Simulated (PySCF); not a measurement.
**C$_{3}$H$_{7}$B$_{2}$Cl$_{2}$Ga (SMILES B[CH2][Ga-]1([C]#C)[Cl+][BH2-][Cl+]1): density, localisation and related maps**

| atom | x (Å) | y (Å) | z (Å) |
| --- | --- | --- | --- |
| B | -1.9734 | -1.2187 | 1.3608 |
| C | -0.6116 | -0.6366 | 1.7813 |
| Ga | 0.0113 | 0.2709 | 0.0492 |
| C | -0.8788 | 1.7016 | -0.9644 |
| C | -1.4144 | 2.5790 | -1.5968 |
| Cl | 0.9300 | -1.1835 | -1.4852 |
| B | 2.6382 | -0.4471 | -1.1780 |
| Cl | 2.2595 | 0.8434 | 0.1378 |
| H | -2.9406 | -0.5592 | 1.4339 |
| H | -2.0405 | -2.2994 | 0.9099 |
| H | 0.1795 | -1.3556 | 2.0203 |
| H | -0.6366 | 0.1497 | 2.5421 |
| H | -1.8856 | 3.3435 | -2.1511 |
| H | 3.3465 | -1.2726 | -0.7262 |
| H | 3.0122 | 0.0924 | -2.1555 |

Geometry: GFN2-xTB.

All numbers below come from PySCF, CAM-B3LYP/def2-SVPD, SCF density, gas phase.

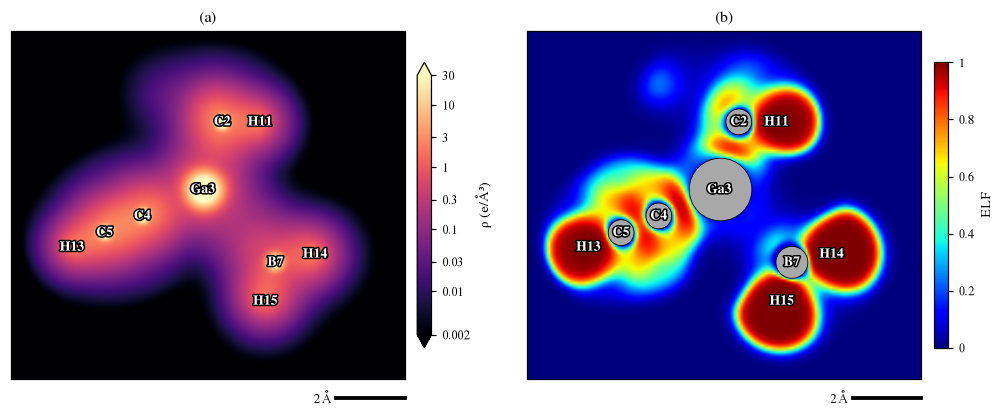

Figure 1. (a) total electron density; (b) ELF on the plane of atoms Ga3, C2 and H11. Grey discs cover the atomic cores in the ELF map.

Interpret the plot.

Answer. Atoms in the plane: C, Ga, B and H.
C–C (1.21 Å): ρ at the midpoint is about 2.7 e/Å³; the ELF peaks at about 0.85 between the atoms; a multiple bond.
C–Ga (1.97 Å): ρ is about 0.76 e/Å³ halfway; the ELF peaks at about 0.95 in the valence shell of C, 0.7 Å from its nucleus, and is about 0.55 at the midpoint.
C–H (1.06 Å): ρ is about 2.1 e/Å³ halfway; the ELF climbs to about 1 towards the hydrogen, as it does in any bond to H; a covalent bond by its length.
C–Ga (2.05 Å): ρ is about 0.67 e/Å³ halfway; the ELF peaks at about 0.85 in the valence shell of C, 0.8 Å from its nucleus, and is about 0.60 at the midpoint.

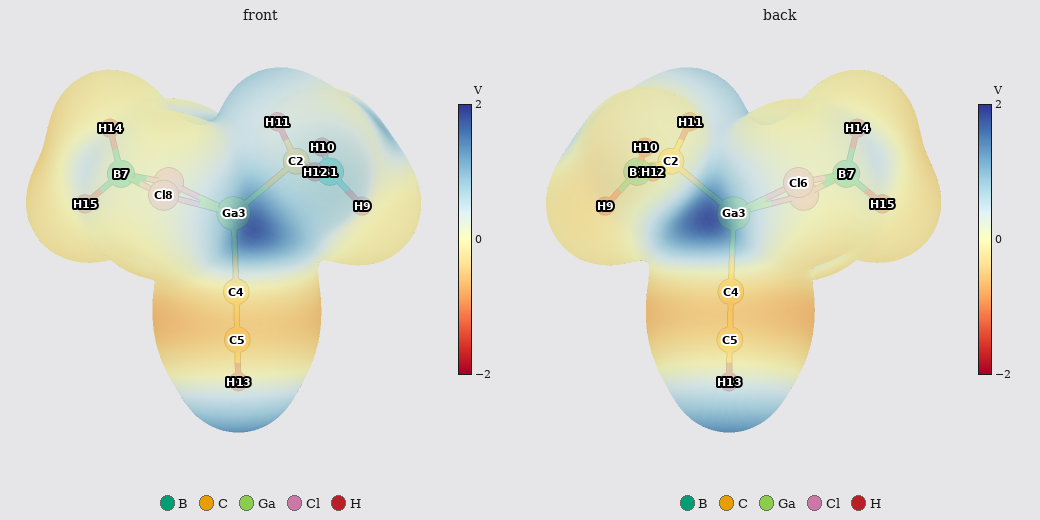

Figure 2. The molecular electrostatic potential painted on the density surface at 0.001 e/bohr³, seen from the front and from behind; red is negative and blue positive.

Where is the surface potential most negative and most positive?

Answer. The most negative region (about −0.6 V) lies over C4 and C5, the most positive (about +1.7 V) over Ga3.

How polar is the molecule by this calculation?

Answer. Its dipole moment is 1.12 D.
